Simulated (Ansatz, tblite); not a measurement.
# GaMe2(hfac) (C7H7F6GaO2): spin-state energies by level

Is the singlet the ground state of GaMe2(hfac) (C7H7F6GaO2)? Other spin states are computed and compared level by level.

Method: as each input shows; program: Ansatz 0.2.0, Gaussian basis.

Plan: triplet, at the geometry of the singlet (GFN1-xTB, GFN2-xTB, PBE0-D4/def2-TZVP, PBE-D4/def2-TZVP, r2SCAN-D4/def2-TZVP); the singlet's energies come from earlier runs.

### 1 The relaxed structure

The geometry is that of the singlet, from an earlier relaxation (PBE-D4/def2-SVP).

23 atoms, charge 0, spin multiplicity 1.

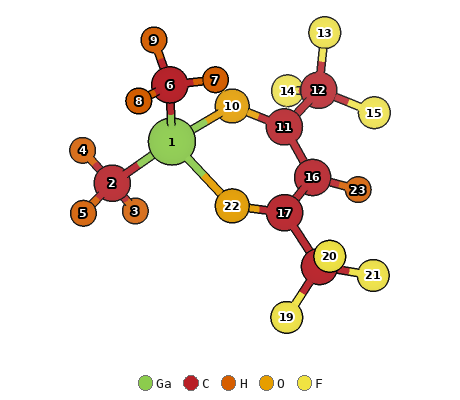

The structure; gallium green, carbon red, hydrogen orange, oxygen amber, fluorine yellow; atoms are numbered from 1 in the order of the file.

### 2 Triplet at the fixed geometry, GFN1-xTB

Tight binding, by tblite at 300 K electronic temperature and without a spin-polarisation term:

```python
tblite.interface.Calculator('GFN1-xTB', numbers, positions, charge=0, uhf=2).singlepoint()
```

Energy -1635.5169 eV; 0.029 s.

### 3 Triplet at the fixed geometry, GFN2-xTB

Tight binding, by tblite at 300 K electronic temperature and without a spin-polarisation term:

```python
tblite.interface.Calculator('GFN2-xTB', numbers, positions, charge=0, uhf=2).singlepoint()
```

Energy -1529.9738 eV; 0.033 s.

### 4 Triplet at the fixed geometry, PBE0-D4/def2-TZVP

The input, in.yaml:

```yaml
crystal:
  periodic: [false, false, false]
  atoms:
    - {symbol: Ga, position_ang: [1.327145, -0.052667, 1.044308]}
    - {symbol: C, position_ang: [0.729274, -0.022808, 2.916494]}
    - {symbol: H, position_ang: [-0.375982, 0.033306, 2.965818]}
    - {symbol: H, position_ang: [1.148387, 0.853401, 3.450241]}
    - {symbol: H, position_ang: [1.057182, -0.938355, 3.448128]}
    - {symbol: C, position_ang: [3.050644, -0.116169, 0.102945]}
    - {symbol: H, position_ang: [2.891872, -0.302677, -0.978046]}
    - {symbol: H, position_ang: [3.698097, -0.920288, 0.507394]}
    - {symbol: H, position_ang: [3.586979, 0.848083, 0.216348]}
    - {symbol: O, position_ang: [0.280460, 1.418826, 0.134298]}
    - {symbol: C, position_ang: [-0.727895, 1.258552, -0.622328]}
    - {symbol: C, position_ang: [-1.326544, 2.588770, -1.130076]}
    - {symbol: F, position_ang: [-0.393098, 3.280657, -1.810026]}
    - {symbol: F, position_ang: [-1.730388, 3.334563, -0.083978]}
    - {symbol: F, position_ang: [-2.385996, 2.396639, -1.944484]}
    - {symbol: C, position_ang: [-1.320329, 0.047584, -1.026120]}
    - {symbol: C, position_ang: [-0.824165, -1.204721, -0.618408]}
    - {symbol: C, position_ang: [-1.513038, -2.485377, -1.139101]}
    - {symbol: F, position_ang: [-1.879696, -3.264158, -0.104597]}
    - {symbol: F, position_ang: [-0.653204, -3.179728, -1.910871]}
    - {symbol: F, position_ang: [-2.612704, -2.212990, -1.874159]}
    - {symbol: O, position_ang: [0.164017, -1.440868, 0.144971]}
    - {symbol: H, position_ang: [-2.191007, 0.080415, -1.688752]}
basis:
  gaussian: {orbitals: def2-TZVP, fitting: {mean_field: def2-universal-jkfit}}
magnetization: {spin_polarized: true, initial_magnetization: 2}
hamiltonian: {xc: pbe0, dispersion: d4}
scf: {omitted_lower_state_checks: [starts]}
output: {orbitals: {seedname: orbitals}}
```

Started as:

```sh
ansatz run in.yaml --threads 2 --pin off --events-out ev --progress --plain --max-ram 32768MiB --backend cuda --devices 0, --max-vram 18GiB
```

Standard output:

```text
Functional definition: PBE0
  name "PBE0"
  cite "Adamo & Barone, J. Chem. Phys. 110, 6158 (1999) doi:10.1063/1.478522"
  cite "Perdew, Burke & Ernzerhof, Phys. Rev. Lett. 77, 3865 (1996) doi:10.1103/PhysRevLett.77.3865"
  parent pbe
  parameter a = 0.25
  parameter kappa = 0.804
  parameter beta = 0.06672455060314922
  exchange = (1 - a)*pbe_x(kappa = kappa, mu = beta*pi^2/3) + a*exact_x
  correlation = pbe_c(beta = beta)
these checks for a lower state are left out or cut short: starts
1533 factors; integrals over basis functions are off by at most 1.6e0 eV
mean field evaluation 1: about -80104.9594 eV, gradient 7.0e1 eV
mean field evaluation 2: about -80094.9389 eV, gradient 8.8e1 eV
mean field evaluation 4: about -80122.1193 eV, gradient 6.3e0 eV
mean field evaluation 8: about -80122.2639 eV, gradient 5.2e-1 eV
mean field evaluation 16: about -80122.2654 eV, gradient 1.4e-3 eV
mean field -80122.26541748 eV, -2944.4389452704 hartree, gradient 5.0e-5 eV, S^2 2.008141; 0 other end points of the search recorded, 0 dependent functions left out
reference -80122.26545526 eV, -2944.4389466585 hartree; 76, 74 occupied and 479, 481 virtual orbitals, 1533 factors
Total energy: -80122.86978238 eV, -2944.4611552709 hartree
Checks for a lower state left out: starts
```

Run time: 7 s. Hardware: 1 × H100 (card shared with other runs) with 2 threads of AMD EPYC 7R13, shared host; peak host memory 1.1 GiB.

From the report: HOMO -5.33 eV, LUMO -5.63 eV (over both spins; with the spin held, an empty level of the minority spin lies below the top filled one); ⟨S²⟩ 2.008 (pure: 2.00).

### 5 Triplet at the fixed geometry, PBE-D4/def2-TZVP

start.molden holds the orbitals of an earlier run on this state, given as this run's starting guess.

Changes to in.yaml since step 4:

```diff
@@ -27,5 +27,5 @@
 basis:
-  gaussian: {orbitals: def2-TZVP, fitting: {mean_field: def2-universal-jkfit}}
+  gaussian: {orbitals: def2-TZVP, fitting: {mean_field: def2-universal-jkfit}, initial_orbitals: start.molden}
 magnetization: {spin_polarized: true, initial_magnetization: 2}
-hamiltonian: {xc: pbe0, dispersion: d4}
+hamiltonian: {xc: pbe, dispersion: d4}
 scf: {omitted_lower_state_checks: [starts]}
```

The command is unchanged.

Standard output:

```text
Functional definition: PBE
  name "PBE"
  cite "Perdew, Burke & Ernzerhof, Phys. Rev. Lett. 77, 3865 (1996) doi:10.1103/PhysRevLett.77.3865"
  parent pbe
  parameter kappa = 0.804
  parameter beta = 0.06672455060314922
  exchange = pbe_x(kappa = kappa, mu = beta*pi^2/3)
  correlation = pbe_c(beta = beta)
these checks for a lower state are left out or cut short: starts
1533 factors; integrals over basis functions are off by at most 1.6e0 eV
mean field evaluation 1: about -80120.6155 eV, gradient 1.4e1 eV
mean field evaluation 2: about -80121.0761 eV, gradient 5.4e-1 eV
mean field evaluation 4: about -80121.0835 eV, gradient 1.6e-1 eV
mean field evaluation 8: about -80121.0837 eV, gradient 1.6e-5 eV
mean field -80121.08366332 eV, -2944.3955166059 hartree, gradient 1.6e-5 eV, S^2 2.003589; 0 other end points of the search recorded, 0 dependent functions left out
reference -80121.08371452 eV, -2944.3955184877 hartree; 76, 74 occupied and 479, 481 virtual orbitals, 1533 factors
Total energy: -80121.78384913 eV, -2944.4212479600 hartree
Checks for a lower state left out: starts
```

It took 6 s on 1 × H100 (card shared with other runs) with 2 threads of AMD EPYC 7R13, shared host; peak host memory 1 GiB.

From the report: HOMO -4.01 eV, LUMO -6.30 eV (over both spins; with the spin held, an empty level of the minority spin lies below the top filled one); ⟨S²⟩ 2.004 (pure: 2.00).

### 6 Triplet at the fixed geometry, r2SCAN-D4/def2-TZVP

Changes to in.yaml since step 5:

```diff
@@ -29,3 +29,3 @@
 magnetization: {spin_polarized: true, initial_magnetization: 2}
-hamiltonian: {xc: pbe, dispersion: d4}
+hamiltonian: {xc: r2scan, dispersion: d4}
 scf: {omitted_lower_state_checks: [starts]}
```

Launched as before.

Standard output:

```text
Functional definition: r2SCAN
  name "r2SCAN"
  cite "Furness, Kaplan, Ning, Perdew & Sun, J. Phys. Chem. Lett. 11, 8208 (2020) doi:10.1021/acs.jpclett.0c02405"
  cite "Furness, Kaplan, Ning, Perdew & Sun, J. Phys. Chem. Lett. 11, 9248 (2020) doi:10.1021/acs.jpclett.0c03077"
  parent r2scan
  parameter k0 = 0.174
  parameter k1 = 0.065
  parameter a1 = 4.9479
  exchange = r2scan_x(k0 = k0, k1 = k1, a1 = a1)
  correlation = r2scan_c
these checks for a lower state are left out or cut short: starts
1533 factors; integrals over basis functions are off by at most 1.6e0 eV
mean field evaluation 1: about -80144.8839 eV, gradient 7.4e0 eV
mean field evaluation 2: about -80145.0180 eV, gradient 2.2e-1 eV
mean field evaluation 4: about -80145.0319 eV, gradient 1.1e-2 eV
mean field -80145.03188558 eV, -2945.2755975413 hartree, gradient 6.1e-5 eV, S^2 2.008318; 0 other end points of the search recorded, 0 dependent functions left out
reference -80145.03190256 eV, -2945.2755981653 hartree; 76, 74 occupied and 479, 481 virtual orbitals, 1533 factors
Total energy: -80145.23248914 eV, -2945.2829695860 hartree
Checks for a lower state left out: starts
```

It took 9.5 s on 1 × H100 (card shared with other runs) with 2 threads of AMD EPYC 7R13, shared host; peak host memory 1.2 GiB.

Report: HOMO -4.40 eV, LUMO -6.22 eV (over both spins; with the spin held, an empty level of the minority spin lies below the top filled one); ⟨S²⟩ 2.008 (pure: 2.00).

### 7 Triplet less singlet, vertical

The singlet's energies are those of its earlier runs, whose logs aren't repeated here.

```
              level  triplet less singlet, vertical (kJ/mol)     time
           GFN1-xTB                                   +251.2  0.057 s
           GFN2-xTB                                   +231.8  0.061 s
   PBE-D4/def2-TZVP                                   +245.1     11 s
r2SCAN-D4/def2-TZVP                                   +239.5     17 s
  PBE0-D4/def2-TZVP                                   +246.5     17 s
```

Times add the two runs; a level without a time comes out of a correlated run. Tight binding without a spin term can't rank spin states.

### 8 Summary of results

```
                                                quantity                                          value
triplet less singlet, vertical, functionals in def2-TZVP  +239.5 (r2SCAN-D4) to +246.5 kJ/mol (PBE0-D4)
```

**Reading.** All functionals put the triplet above the singlet, over a spread of 7.0 kJ/mol. The checks for a lower triplet were left out, so another state of that spin may lie lower. These are electronic energies, without zero-point motion, entropy or surroundings.
